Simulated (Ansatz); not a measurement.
# F₃H₃OSi₂ + H₂O: a complex and its separated parts, part 2 of 2

Ansatz 0.2.0, Gaussian basis.

## 13. CAM-B3LYP-D4/def2-TZVPP

The inputs:

parta/in.yaml

```yaml
crystal:
  periodic: [false, false, false]
  atoms:
    - {symbol: Si, position_ang: [-0.761887, 1.400685, 0.405105]}
    - {symbol: O, position_ang: [-1.052169, -0.073634, -0.098895]}
    - {symbol: Si, position_ang: [-0.680486, -1.604974, -0.572777]}
    - {symbol: F, position_ang: [-2.107250, 2.188946, 0.568700]}
    - {symbol: F, position_ang: [0.142043, 2.184510, -0.612089]}
    - {symbol: F, position_ang: [-0.027613, 1.395683, 1.793267]}
    - {symbol: H, position_ang: [0.025704, -2.295749, 0.532175]}
    - {symbol: H, position_ang: [0.186524, -1.543158, -1.773296]}
    - {symbol: H, position_ang: [-1.950623, -2.296770, -0.887210]}
basis:
  gaussian: {orbitals: def2-TZVPP}
hamiltonian: {xc: {name: CAM-B3LYP}, dispersion: d4}
```

partb/in.yaml

```yaml
crystal:
  periodic: [false, false, false]
  atoms:
    - {symbol: H, position_ang: [2.236086, 0.601664, -0.450073]}
    - {symbol: O, position_ang: [1.852724, -0.083620, 0.101484]}
    - {symbol: H, position_ang: [2.136946, 0.126418, 0.993611]}
basis:
  gaussian: {orbitals: def2-TZVPP}
hamiltonian: {xc: {name: CAM-B3LYP}, dispersion: d4}
```

The same command starts each run, in its folder.

The run is started by

```console
> ansatz run in.yaml --threads 4 --pin off --events-out ev --progress --plain --max-ram 46080MiB --backend cpu
```

parta printed (excerpt; [...] marks lines left out):

```text
Functional definition: CAM-B3LYP
  name "CAM-B3LYP"
  cite "Yanai, Tew & Handy, Chem. Phys. Lett. 393, 51 (2004) doi:10.1016/j.cplett.2004.06.011"
  cite "Iikura, Tsuneda, Yanai & Hirao, J. Chem. Phys. 115, 3540 (2001) doi:10.1063/1.1383587"
  cite "Becke, Phys. Rev. A 38, 3098 (1988) doi:10.1103/PhysRevA.38.3098"
  cite "Lee, Yang & Parr, Phys. Rev. B 37, 785 (1988) doi:10.1103/PhysRevB.37.785"
[...]
  # Exact exchange under (alpha + beta erf(omega r))/r, Becke's under what is left of 1/r.
[...]
1378 factors; their error is unknown
300 factors; integrals over basis functions are off by at most 1.6e-5 eV
[...]
mean field -26013.45801044 eV, -955.9769493284 hartree, gradient 2.8e-5 eV, S^2 0.000000; 0 other end points of the search recorded, 0 dependent functions left out
reference -26013.45813662 eV, -955.9769539655 hartree; 33, 33 occupied and 217, 217 virtual orbitals, 1378 factors
Total energy: -26013.63627432 eV, -955.9835004053 hartree
```

Log of partb (excerpt; [...] marks lines left out):

```text
[... 6 set-up lines as earlier in the session ...]
[...]
  # Exact exchange under (alpha + beta erf(omega r))/r, Becke's under what is left of 1/r.
[...]
269 factors; their error is unknown
72 factors; integrals over basis functions are off by at most 1.6e-5 eV
[...]
mean field -2079.99968559 eV, -76.4385785709 hartree, gradient 1.1e-5 eV, S^2 0.000000; 0 other end points of the search recorded, 0 dependent functions left out
reference -2079.99975302 eV, -76.4385810489 hartree; 5, 5 occupied and 54, 54 virtual orbitals, 269 factors
Total energy: -2080.00381897 eV, -76.4387304700 hartree
```

Times: 3.5 s (parta), 0.3 s (partb) on 4 threads of AMD EPYC 7R13, shared host.

## 14. wB97X-V/def2-TZVPP

The same edit goes into each in.yaml of step 13 (parta, partb):

```diff
-hamiltonian: {xc: {name: CAM-B3LYP}, dispersion: d4}
+hamiltonian: {xc: {name: wB97X-V}}
```

Each run has its own folder and the same command.

The run is started by

```console
> ansatz run in.yaml --threads 4 --pin off --events-out ev --progress --plain --max-ram 46080MiB --backend cpu
```

Output in parta (excerpt; [...] marks lines left out):

```text
Functional definition: wB97X-V
  name "wB97X-V"
  cite "Mardirossian & Head-Gordon, Phys. Chem. Chem. Phys. 16, 9904 (2014) doi:10.1039/C3CP54374A"
[... 2 set-up lines as earlier in the session ...]
[...]
      + integral(e_c_pw_opposite_spin*poly(b97_u_opposite, cos0, cos1)) + vv10(b, c)
1378 factors; their error is unknown
275 factors; integrals over basis functions are off by at most 9.3e-6 eV
[...]
mean field -26009.27674012 eV, -955.8232904783 hartree, gradient 3.0e-5 eV, S^2 0.000000; 0 other end points of the search recorded, 0 dependent functions left out
reference -26009.27673804 eV, -955.8232904020 hartree; 33, 33 occupied and 217, 217 virtual orbitals, 1378 factors
Total energy: -26009.27673804 eV, -955.8232904020 hartree
```

Log of partb (excerpt; [...] marks lines left out):

```text
[... 5 set-up lines as earlier in the session ...]
[...]
      + integral(e_c_pw_opposite_spin*poly(b97_u_opposite, cos0, cos1)) + vv10(b, c)
269 factors; their error is unknown
69 factors; integrals over basis functions are off by at most 2.2e-5 eV
[...]
mean field -2079.88767180 eV, -76.4344621402 hartree, gradient 2.2e-5 eV, S^2 0.000000; 0 other end points of the search recorded, 0 dependent functions left out
reference -2079.88767091 eV, -76.4344621073 hartree; 5, 5 occupied and 54, 54 virtual orbitals, 269 factors
Total energy: -2079.88767091 eV, -76.4344621073 hartree
```

Wall times: 7 s (parta), 0.51 s (partb) on 4 threads of AMD EPYC 7R13, shared host.

## 15. wB97M-V/def2-TZVPP

Each input of step 14 (parta, partb) changes in the same lines:

```diff
-hamiltonian: {xc: {name: wB97X-V}}
+hamiltonian: {xc: {name: wB97M-V}}
```

The same command starts each run, in its folder.

The run is started by

```console
> ansatz run in.yaml --threads 4 --pin off --events-out ev --progress --plain --max-ram 46080MiB --backend cpu
```

Output in parta (excerpt; [...] marks lines left out):

```text
Functional definition: wB97M-V
  name "wB97M-V"
  cite "Mardirossian & Head-Gordon, J. Chem. Phys. 144, 214110 (2016) doi:10.1063/1.4952647"
[... 2 set-up lines as earlier in the session ...]
  # Of w^i u^j: cxij and so on, Table III.
[...]
  gx(w, u) = 1 - cx + cx01*u + cx10*w
[...]
      + integral(e_c_pw_mod_opposite_spin*gos(b97_w_opposite, b97_u_opposite)) + vv10(b, c)
1378 factors; their error is unknown
275 factors; integrals over basis functions are off by at most 9.3e-6 eV
[...]
mean field -26011.74995464 eV, -955.9141794355 hartree, gradient 2.9e-5 eV, S^2 0.000000; 0 other end points of the search recorded, 0 dependent functions left out
reference -26011.75000547 eV, -955.9141813036 hartree; 33, 33 occupied and 217, 217 virtual orbitals, 1378 factors
Total energy: -26011.75000547 eV, -955.9141813036 hartree
```

Log of partb (excerpt; [...] marks lines left out):

```text
[... 5 set-up lines as earlier in the session ...]
  # Of w^i u^j: cxij and so on, Table III.
[...]
  gx(w, u) = 1 - cx + cx01*u + cx10*w
[...]
      + integral(e_c_pw_mod_opposite_spin*gos(b97_w_opposite, b97_u_opposite)) + vv10(b, c)
269 factors; their error is unknown
69 factors; integrals over basis functions are off by at most 2.2e-5 eV
[...]
mean field -2079.85938187 eV, -76.4334225045 hartree, gradient 2.9e-5 eV, S^2 0.000000; 0 other end points of the search recorded, 0 dependent functions left out
reference -2079.85940388 eV, -76.4334233133 hartree; 5, 5 occupied and 54, 54 virtual orbitals, 269 factors
Total energy: -2079.85940388 eV, -76.4334233133 hartree
```

Wall times: 8.1 s (parta), 0.56 s (partb) on 4 threads of AMD EPYC 7R13, shared host; peak memory 0.74 GiB.

## 16. B2PLYP/def2-TZVPP

Each input of step 15 (parta, partb) changes in the same lines:

```diff
-hamiltonian: {xc: {name: wB97M-V}}
+hamiltonian: {xc: {name: B2PLYP}}
```

One command serves all of them, each in its own folder.

The run is started by

```console
> ansatz run in.yaml --threads 4 --pin off --events-out ev --progress --plain --max-ram 46080MiB --backend cpu
```

parta printed (excerpt; [...] marks lines left out):

```text
Functional definition: B2PLYP
  name "B2PLYP"
  cite "Grimme, J. Chem. Phys. 124, 034108 (2006) doi:10.1063/1.2148954"
[... 2 set-up lines as earlier in the session ...]
[...]
1537 factors; integrals over basis functions are off by at most 8.5e-4 eV
[...]
mean field -25992.89345887 eV, -955.2212159974 hartree, gradient 7.8e-6 eV, S^2 0.000000; 0 other end points of the search recorded, 0 dependent functions left out
14 core orbitals not correlated: weight in the atoms' cores, before any rotation towards them, 1.000 or more for the frozen orbitals, at most 0.000 for the correlated occupied ones
reference -25992.89362072 eV, -955.2212219455 hartree; 19, 19 occupied and 217, 217 virtual orbitals, 1537 factors
second order -39.00869399 eV of doubles, -0.00000000 eV of singles
Total energy: -26003.42596810 eV, -955.6082785725 hartree
```

Log of partb (excerpt; [...] marks lines left out):

```text
[... 5 set-up lines as earlier in the session ...]
[...]
361 factors; integrals over basis functions are off by at most 7.6e-4 eV
[...]
mean field -2077.03828034 eV, -76.3297489355 hartree, gradient 8.4e-7 eV, S^2 0.000000; 0 other end points of the search recorded, 0 dependent functions left out
1 core orbitals not correlated: weight in the atoms' cores, before any rotation towards them, 1.000 or more for the frozen orbitals, at most 0.000 for the correlated occupied ones
reference -2077.03836537 eV, -76.3297520601 hartree; 4, 4 occupied and 54, 54 virtual orbitals, 361 factors
second order -8.41872035 eV of doubles, -0.00000000 eV of singles
Total energy: -2079.31141986 eV, -76.4132852721 hartree
```

They took 6.5 s (parta), 0.41 s (partb) on 4 threads of AMD EPYC 7R13, shared host.

## 17. PBE-QIDH/def2-TZVPP

The same edit goes into each in.yaml of step 16 (parta, partb):

```diff
-hamiltonian: {xc: {name: B2PLYP}}
+hamiltonian: {xc: {name: PBE-QIDH}}
```

The same command starts each run, in its folder.

The run is started by

```console
> ansatz run in.yaml --threads 4 --pin off --events-out ev --progress --plain --max-ram 46080MiB --backend cpu
```

parta printed (excerpt; [...] marks lines left out):

```text
Functional definition: PBE-QIDH
  name "PBE-QIDH"
  cite "Brémond, Sancho-García, Pérez-Jiménez & Adamo, J. Chem. Phys. 141, 031101 (2014) doi:10.1063/1.4890314"
[... 1 set-up line as earlier in the session ...]
[...]
1537 factors; integrals over basis functions are off by at most 8.5e-4 eV
[...]
mean field -25980.88715947 eV, -954.7799926326 hartree, gradient 2.2e-6 eV, S^2 0.000000; 0 other end points of the search recorded, 0 dependent functions left out
14 core orbitals not correlated: weight in the atoms' cores, before any rotation towards them, 1.000 or more for the frozen orbitals, at most 0.000 for the correlated occupied ones
reference -25980.88717141 eV, -954.7799930716 hartree; 19, 19 occupied and 217, 217 virtual orbitals, 1537 factors
second order -36.48147950 eV of doubles, -0.00000000 eV of singles
Total energy: -25993.04766458 eV, -955.2268829528 hartree
```

partb printed (excerpt; [...] marks lines left out):

```text
[... 4 set-up lines as earlier in the session ...]
[...]
361 factors; integrals over basis functions are off by at most 7.6e-4 eV
[...]
mean field -2075.58435440 eV, -76.2763181426 hartree, gradient 2.2e-6 eV, S^2 0.000000; 0 other end points of the search recorded, 0 dependent functions left out
1 core orbitals not correlated: weight in the atoms' cores, before any rotation towards them, 1.000 or more for the frozen orbitals, at most 0.000 for the correlated occupied ones
reference -2075.58435989 eV, -76.2763183444 hartree; 4, 4 occupied and 54, 54 virtual orbitals, 361 factors
second order -7.85898797 eV of doubles, -0.00000000 eV of singles
Total energy: -2078.20402255 eV, -76.3725891713 hartree
```

Times: 7 s (parta), 0.56 s (partb) on 4 threads of AMD EPYC 7R13, shared host.

## 18. RPA on PBE/def2-TZVPP

The same edit goes into each in.yaml of step 17 (parta, partb):

```diff
-hamiltonian: {xc: {name: PBE-QIDH}}
+hamiltonian: {xc: pbe}
+correlation: {method: rpa}
```

The same command starts each run, in its folder.

The run is started by

```console
> ansatz run in.yaml --threads 4 --pin off --events-out ev --progress --plain --max-ram 46080MiB --backend cpu
```

Log of parta (excerpt; [...] marks lines left out):

```text
[... 4 set-up lines as earlier in the session ...]
[...]
1537 factors; integrals over basis functions are off by at most 8.5e-4 eV
[...]
mean field -25996.76974858 eV, -955.3636670168 hartree, gradient 2.0e-6 eV, S^2 0.000000; 0 other end points of the search recorded, 0 dependent functions left out
14 core orbitals not correlated: weight in the atoms' cores, before any rotation towards them, 1.000 or more for the frozen orbitals, at most 0.000 for the correlated occupied ones
reference -25938.96691724 eV, -953.2394521452 hartree; 19, 19 occupied and 217, 217 virtual orbitals, 1537 factors
Total energy: -25989.75005505 eV, -955.1056980377 hartree
```

Output in partb (excerpt; [...] marks lines left out):

```text
[... 4 set-up lines as earlier in the session ...]
[...]
361 factors; integrals over basis functions are off by at most 7.6e-4 eV
[...]
mean field -2078.40755258 eV, -76.3800687622 hartree, gradient 2.1e-6 eV, S^2 0.000000; 0 other end points of the search recorded, 0 dependent functions left out
1 core orbitals not correlated: weight in the atoms' cores, before any rotation towards them, 1.000 or more for the frozen orbitals, at most 0.000 for the correlated occupied ones
reference -2069.53696695 eV, -76.0540807529 hartree; 4, 4 occupied and 54, 54 virtual orbitals, 361 factors
Total energy: -2080.48260072 eV, -76.4563253747 hartree
```

They took 6 s (parta), 0.4 s (partb) on 4 threads of AMD EPYC 7R13, shared host.

## 19. CCSD(T)/def2-TZVPP

Each input of step 18 (parta, partb) changes in the same lines:

```diff
-hamiltonian: {xc: pbe}
-correlation: {method: rpa}
+correlation: {method: ccsd_t}
```

The run is started by

```console
> ansatz run in.yaml --threads 4 --pin off --events-out ev --progress --plain --max-ram 46080MiB --backend cuda --devices 0, --max-vram 37GiB   # in parta
> ansatz run in.yaml --threads 4 --pin off --events-out ev --progress --plain --max-ram 46080MiB --backend cpu   # in partb
```

Log of parta (excerpt; [...] marks lines left out):

```text
Functional definition: HF
  name "HF"
  cite "Fock, Z. Phys. 61, 126 (1930) doi:10.1007/BF01340294"
[... 1 set-up line as earlier in the session ...]
[...]
1537 factors; integrals over basis functions are off by at most 8.5e-4 eV
[...]
mean field -25941.20049420 eV, -953.3215345844 hartree, gradient 3.4e-6 eV, S^2 0.000000; 0 other end points of the search recorded, 0 dependent functions left out
14 core orbitals not correlated: weight in the atoms' cores, before any rotation towards them, 1.000 or more for the frozen orbitals, at most 0.000 for the correlated occupied ones
reference -25941.20049420 eV, -953.3215345844 hartree; 19, 19 occupied and 217, 217 virtual orbitals, 1537 factors
second order -32.85273669 eV of doubles, -0.00000000 eV of singles
cycle   1  -32.68246318 eV  change    1.7e-1 eV  update   1.1e-1
[...]
cycle   9  -33.47901312 eV  change    1.7e-6 eV  update   8.9e-6
perturbative correction -0.97839633 eV, -0.0359554021 hartree
Total energy: -25975.65790365 eV, -954.5878210257 hartree
```

Output in partb (excerpt; [...] marks lines left out):

```text
[... 4 set-up lines as earlier in the session ...]
[...]
361 factors; integrals over basis functions are off by at most 7.6e-4 eV
[...]
mean field -2069.76241234 eV, -76.0623657182 hartree, gradient 3.6e-6 eV, S^2 0.000000; 0 other end points of the search recorded, 0 dependent functions left out
1 core orbitals not correlated: weight in the atoms' cores, before any rotation towards them, 1.000 or more for the frozen orbitals, at most 0.000 for the correlated occupied ones
reference -2069.76241234 eV, -76.0623657182 hartree; 4, 4 occupied and 54, 54 virtual orbitals, 361 factors
second order -7.10556361 eV of doubles, -0.00000000 eV of singles
cycle   1  -7.11162591 eV  change   -6.1e-3 eV  update   4.1e-2
[...]
cycle   8  -7.26608099 eV  change    3.2e-6 eV  update   7.2e-6
perturbative correction -0.20740292 eV, -0.0076219168 hartree
Total energy: -2077.23589626 eV, -76.3370111864 hartree
```

Wall times: 4.1 s (parta, 1 × a share of an NVIDIA H100 with 4 threads of AMD EPYC 7R13, shared host), 0.36 s (partb, 4 threads of AMD EPYC 7R13, shared host); peak memory 0.84 GiB.

## 20. Vibrations of F₃H₃OSi₂

Contents of vib-parta/in.yaml:

```yaml
crystal:
  periodic: [false, false, false]
  atoms:
    - {symbol: Si, position_ang: [-0.761887, 1.400685, 0.405105]}
    - {symbol: O, position_ang: [-1.052169, -0.073634, -0.098895]}
    - {symbol: Si, position_ang: [-0.680486, -1.604974, -0.572777]}
    - {symbol: F, position_ang: [-2.107250, 2.188946, 0.568700]}
    - {symbol: F, position_ang: [0.142043, 2.184510, -0.612089]}
    - {symbol: F, position_ang: [-0.027613, 1.395683, 1.793267]}
    - {symbol: H, position_ang: [0.025704, -2.295749, 0.532175]}
    - {symbol: H, position_ang: [0.186524, -1.543158, -1.773296]}
    - {symbol: H, position_ang: [-1.950623, -2.296770, -0.887210]}
basis:
  gaussian: {orbitals: def2-TZVP}
hamiltonian: {xc: pbe0, dispersion: d4}
phonons: {temperatures: {t_min: 298.15, t_max: 900, t_step: 200}}
```

The run is started by

```console
> ansatz run in.yaml --threads 4 --pin off --events-out ev --progress --plain --max-ram 46080MiB --backend cuda --devices 0, --max-vram 37GiB
```

What it wrote (excerpt; [...] marks lines left out):

```text
[... 5 set-up lines as earlier in the session ...]
[...]
1287 factors; their error is unknown
[...]
mean field -25998.45874677 eV, -955.4257365555 hartree, gradient 6.9e-5 eV, S^2 0.000000; 0 other end points of the search recorded, 0 dependent functions left out
[...]
Atom 7 at     0.186524    -1.543158    -1.773296 Å, force    -0.000120     0.000058    -0.000013 eV/Å
Atom 8 at    -1.950623    -2.296770    -0.887210 Å, force     0.000149    -0.000020     0.000004 eV/Å
Dipole moment:     0.014894    -0.398517    -0.129343 e Å
Vibrations: 10.86 17.26 49.01 254.87 262.36 333.99 381.19 385.38 603.86 728.70 731.78 879.10 954.76 954.78 979.56 1002.08 1009.07 1209.78 2247.65 2252.55 2262.23 cm⁻¹, zero-point energy 1.085532 eV
```

Run time: 63 s. Hardware: 1 × a share of an NVIDIA H100 with 4 threads of AMD EPYC 7R13, shared host; peak host memory 0.92 GiB.

Wavenumbers and character of the modes:

| mode | wavenumber (cm⁻¹) | character |
| --- | --- | --- |
| 1 | 11 | torsion |
| 2 | 17 | torsion |
| 3 | 49 | bend |
| 4 | 255 | bend |
| 5 | 262 | bend |
| 6 | 334 | bend |
| 7 | 381 | bend with torsion |
| 8 | 385 | bend with torsion |
| 9 | 604 | Si–O stretch |
| 10 | 729 | bend |
| 11 | 732 | bend |
| 12 | 879 | Si–F stretch |
| 13 | 955 | bend with torsion |
| 14 | 955 | bend with torsion |
| 15 | 980 | bend |
| 16 | 1002 | Si–F stretch |
| 17 | 1009 | Si–F stretch |
| 18 | 1210 | Si–O stretch |
| 19 | 2248 | Si–H stretch |
| 20 | 2253 | Si–H stretch |
| 21 | 2262 | Si–H stretch |

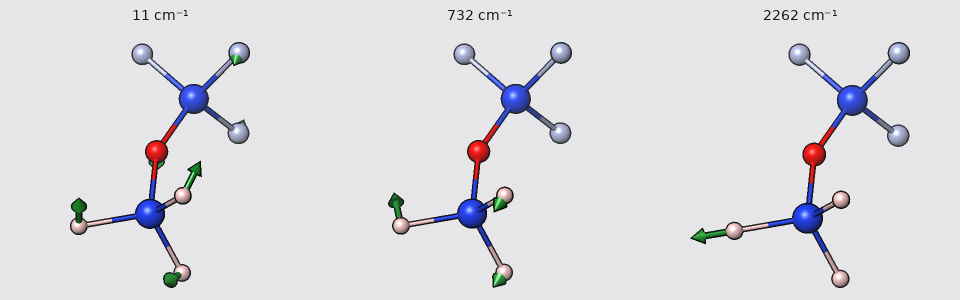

Displacements of 3 modes, as arrows.

Vibrational sums (real modes only):

| T (K) | entropy (J/mol/K) | heat capacity (J/mol/K) |
| --- | --- | --- |
| 298 | 117.0 | 81.1 |
| 498 | 167.0 | 113.7 |
| 698 | 208.7 | 132.7 |
| 898 | 243.6 | 144.6 |

Modes under 50 cm⁻¹ weigh heavily in the entropy, and the harmonic picture is poor for them.

## 21. Vibrations of H₂O

Contents of vib-partb/in.yaml:

```yaml
crystal:
  periodic: [false, false, false]
  atoms:
    - {symbol: H, position_ang: [2.236086, 0.601664, -0.450073]}
    - {symbol: O, position_ang: [1.852724, -0.083620, 0.101484]}
    - {symbol: H, position_ang: [2.136946, 0.126418, 0.993611]}
basis:
  gaussian: {orbitals: def2-TZVP}
hamiltonian: {xc: pbe0, dispersion: d4}
phonons: {temperatures: {t_min: 298.15, t_max: 900, t_step: 200}}
```

The run is started by

```console
> ansatz run in.yaml --threads 4 --pin off --events-out ev --progress --plain --max-ram 46080MiB --backend cpu
```

What it wrote (excerpt; [...] marks lines left out):

```text
[... 5 set-up lines as earlier in the session ...]
[...]
239 factors; their error is unknown
[...]
mean field -2078.33307681 eV, -76.3773318281 hartree, gradient 1.2e-5 eV, S^2 0.000000; 0 other end points of the search recorded, 0 dependent functions left out
[...]
Total energy: -2078.33734664 eV, -76.3774887413 hartree
Atom 0 at     2.236086     0.601664    -0.450073 Å, force     0.000006     0.000005     0.000019 eV/Å
Atom 1 at     1.852724    -0.083620     0.101484 Å, force    -0.000015    -0.000020    -0.000008 eV/Å
Atom 2 at     2.136946     0.126418     0.993611 Å, force     0.000008     0.000015    -0.000011 eV/Å
Dipole moment:     0.246157     0.330130     0.125579 e Å
Vibrations: 1622.87 3851.60 3959.33 cm⁻¹, zero-point energy 0.584821 eV
```

It took 0.91 s on 4 threads of AMD EPYC 7R13, shared host.

Wavenumbers and character of the modes:

| mode | wavenumber (cm⁻¹) | character |
| --- | --- | --- |
| 1 | 1623 | bend |
| 2 | 3852 | O–H stretch |
| 3 | 3959 | O–H stretch |

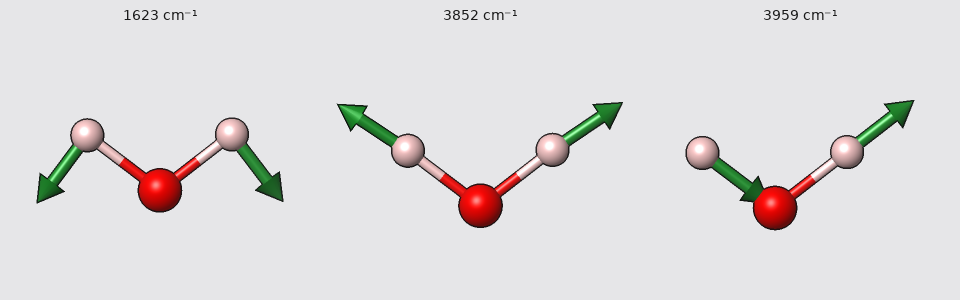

How the atoms move in 3 of the modes.

Vibrational sums (real modes only):

| T (K) | entropy (J/mol/K) | heat capacity (J/mol/K) |
| --- | --- | --- |
| 298 | 0.0 | 0.2 |
| 498 | 0.4 | 1.7 |
| 698 | 1.4 | 3.9 |
| 898 | 2.6 | 6.1 |

## 22. Complex less separated parts

The complex's own energies come from single points at the same levels.

Rows are in def2-TZVPP.

Differences are taken before rounding.

| method | rung | complex less parts (kcal/mol) | from CCSD(T) (kcal/mol) |
| --- | --- | --- | --- |
| SPW92 | LDA | -10.4 | -4.1 |
| PBE-D4 | GGA | -7.1 | -0.9 |
| BLYP-D4 | GGA | -7.0 | -0.8 |
| r2SCAN-D4 | meta-GGA | -7.5 | -1.3 |
| B97M-V | meta-GGA | -7.6 | -1.3 |
| PBE0-D4 | hybrid | -6.8 | -0.6 |
| B3LYP-D4 | hybrid | -7.0 | -0.7 |
| r2SCAN0-D4 | hybrid | -7.3 | -1.1 |
| BHLYP-D4 | hybrid | -7.3 | -1.0 |
| CAM-B3LYP-D4 | range-separated hybrid | -7.3 | -1.1 |
| wB97X-V | range-separated hybrid | -7.2 | -1.0 |
| wB97M-V | range-separated hybrid | -7.7 | -1.5 |
| B2PLYP | double hybrid | -5.1 | +1.1 |
| PBE-QIDH | double hybrid | -5.8 | +0.4 |
| RPA on PBE | RPA | -5.5 | +0.7 |
| Hartree-Fock | wavefunction | -2.8 | +3.5 |
| MP2 | wavefunction | -6.1 | +0.1 |
| CCSD | wavefunction | -5.7 | +0.6 |
| CCSD(T) | wavefunction | -6.2 | 0 |

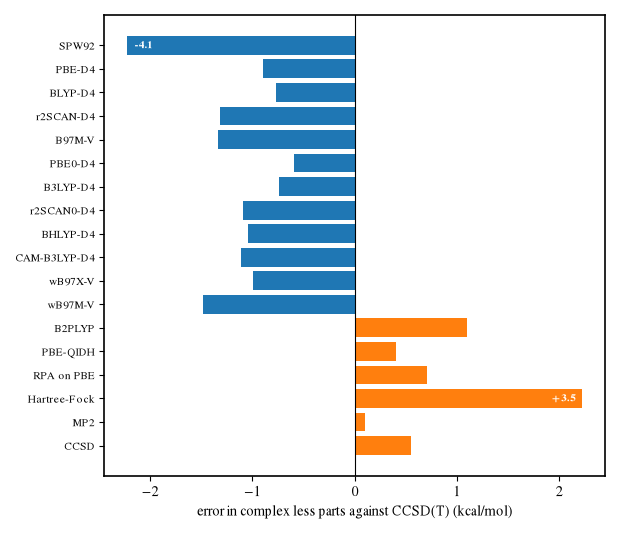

Deviations from CCSD(T), method by method. Bars with a number in them are cut short.

The complex's zero-point energy, from a separate PBE0-D4 run, is 1.748 eV.

## 23. Results

What follows sums up all 2 parts.

| quantity | value |
| --- | --- |
| complex less parts, CCSD(T)/def2-TZVPP | -6.2 kcal/mol |
| with zero-point energy | -4.4 kcal/mol |
| largest T1 diagnostic | 0.011 |

In words: At CCSD(T) the complex lies 6.2 kcal/mol below its parts. Among the functionals PBE-QIDH lands nearest to CCSD(T) (+0.4 kcal/mol) and SPW92 farthest (-4.1 kcal/mol). Mean unsigned error by rung: LDA 4.1, GGA 0.8, meta-GGA 1.3, hybrid 0.9, range-separated hybrid 1.2, double hybrid 0.8 kcal/mol. PBE-D4 gives a relative energy 0.9 kcal/mol too low, inside chemical accuracy (1 kcal/mol). No counterpoise was applied, and triple zeta lacks some correlation, so the CCSD(T) reference has a basis error of its own, and close matches with it are partly luck.
